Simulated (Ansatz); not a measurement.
One crystal and one scan (scan of one atom of the cell) at two levels, PBE-D3(BJ) (plane waves to 420 eV, PAW, scalar-relativistic; Ansatz, an electronic-structure program) and r2SCAN+rVV10 (plane waves to 500 eV, PAW, scalar-relativistic; Ansatz), each from its own relaxed cell and on its own mesh. The cell shown is that of PBE-D3(BJ).

TiTe₂ (CdI2 type)

```yaml
crystal:
  lattice:
    - [7.39463, 0.00000, 0.00000]
    - [-1.84866, 3.20197, 0.00000]
    - [0.00000, 0.00000, 6.38398]
  atoms:
    - { symbol: Ti, position: [0.00000, 0.00000, 0.00000] }
    - { symbol: Ti, position: [0.50000, 0.00000, 0.00000] }
    - { symbol: Te, position: [0.16667, 0.66667, 0.27110] }
    - { symbol: Te, position: [0.66667, 0.66667, 0.27110] }
    - { symbol: Te, position: [0.33333, 0.33333, 0.72890] }
    - { symbol: Te, position: [0.83333, 0.33333, 0.72890] }
```

In this cell atom 3 (Te, nearest neighbour Ti at 2.748 Å; its periodic images, 3.7 Å or more away, move with it) is moved by s along Cartesian x, unit vector (1.000, 0.000, 0.000); all other atoms and the cell stay fixed.

E stands for the smeared free energy. Spin-orbit coupling is left out, though Te is heavy. TiTe2 is run without spin polarisation. TiTe2 was relaxed with its symmetry unable to fall. With partly filled bands, energies and forces of such displacements shift with the k mesh and the smearing. Percentages come from the unrounded values.

| quantity | PBE-D3(BJ) | r2SCAN+rVV10 | PBE-D3(BJ) − r2SCAN+rVV10 |
|---|---|---|---|
| Lattice constant a (Å) | 3.697 | 3.784 | -0.087 (-2.3 %) |
| Lattice constant c (Å) | 6.384 | 6.602 | -0.218 (-3.3 %) |
| Relaxed volume (Å³/atom) | 25.19 | 27.29 | -2.10 (-7.7 %) |
| Force constant k = d²E/ds² at s = 0 (finite differences) (eV/Å²) | 5.79 | 5.47 | +0.32 (+5.9 %) |

PBE-D3(BJ) gives the higher value for: force constant k = d²E/ds² at s = 0. PBE-D3(BJ) gives the lower value for: lattice constant a; lattice constant c; relaxed volume. Both give the same shape of the curve: a single well with its minimum at or next to zero displacement. Neither level is exact: the differences show how much the result hangs on the functional.

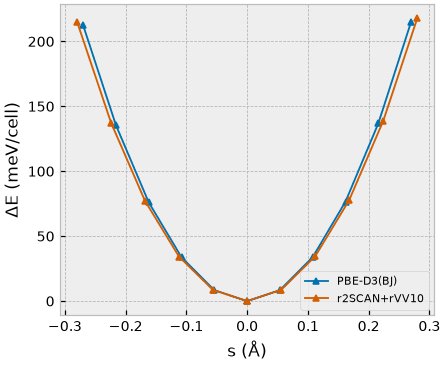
ΔE, each from the undisplaced structure of its own level.

(A displaced cell: forces are minus the slopes of the energy, force constants its curvatures, and phonons follow from these.)
